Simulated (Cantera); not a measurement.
Charge: 1 mol Si, 0.035 mol H2O, 87 mol N2, at 7.20 Torr.

Method: chemical equilibrium by Gibbs-energy minimisation in Cantera with the NASA 1993 tables (ideal gas, pure condensed phases). Candidate condensed phases: H2O, Si, SiO2, Si2N2O, Si3N4; 35 gas species. N2 is the only nitrogen source here; it is nearly inert below about 1500 K, so the nitride shown seldom forms there in practice. Mutual solubility and eutectic melting of coexisting phases are not modelled. The tables' values for SiN are old estimates; treat these amounts as uncertain. Equilibrium is a limit: real reactors are often held back by kinetics, nucleation or transport.

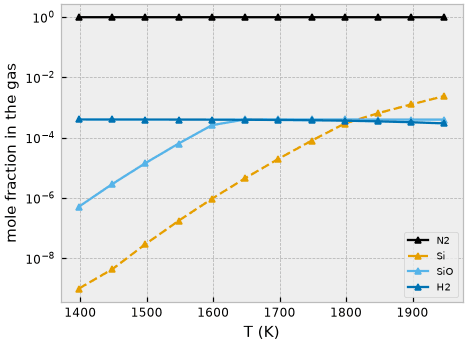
Fig. 1. Equilibrium gas composition (values under 1e-9 drawn at 1e-9)

Question: Read off the mole fractions at 1598 K.

Answer: N2 about 1.00, H2 about 0.00040, SiO about 0.00026, Si about 9.4e-7.
